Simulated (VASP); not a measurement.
Band structure of SiSn (relaxed from the rocksalt structure, space group Fm-3m). Computed with LDA (Ceperley-Alder, Perdew-Zunger), VASP's LDA PAW potentials (set 64) (plane waves; VASP).

Unless said otherwise, spin-orbit coupling is left out, though it shifts the bands of the heavy elements here.

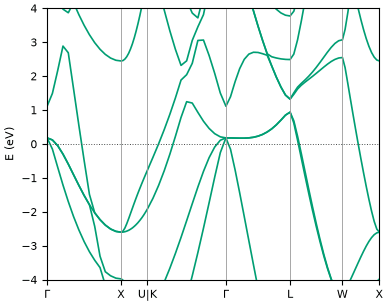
Figure: Bands along high-symmetry lines, zero at the valence-band maximum or, without a gap, the Fermi level

Problem. Read the plot: is there a gap, and where are the band edges?

Solution. It has no gap at this level: it comes out as a metal or semimetal. (Edges off the drawn lines would not show.)

The structure was generated: SiSn was put into the rocksalt type (Fm-3m), which need not be its known phase. It was relaxed first, which changed the volume by -9 %.
